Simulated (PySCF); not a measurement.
SMILES C[SiH2]O[SiH2]C at its GFN2-xTB optimised geometry (Å):

```
15

Si    -1.6932    -0.1551     0.0000
C     -2.3496    -1.0513    -1.5378
O     -0.0714    -0.1551     0.0000
Si     1.4911    -0.3678    -0.3786
C      1.6483    -1.1438    -2.1026
H     -2.0846    -0.8499     1.2280
H     -2.0856     1.2557     0.0000
H     -2.0109    -0.5716    -2.4526
H     -2.0148    -2.0851    -1.5689
H     -3.4353    -1.0580    -1.5541
H      2.0856     0.9696    -0.3400
H      2.0311    -1.2557     0.6532
H      1.1553    -2.1115    -2.1498
H      2.6895    -1.2932    -2.3720
H      1.1996    -0.5123    -2.8653
```

Calculation: PBE0/def2-TZVP (PySCF). Cells within 0.4 Å of a nucleus heavier than hydrogen are left out (blank, or x).

Map of the electrostatic potential (hartree/e), clipped to [-0.08, 0.12] on the plane z = 0.0 Å:

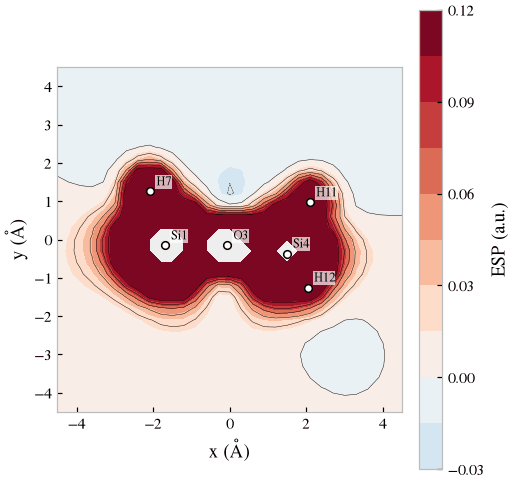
*Electrostatic potential (hartree/e), clipped to [-0.08, 0.12] on the plane z = 0.0 Å.*
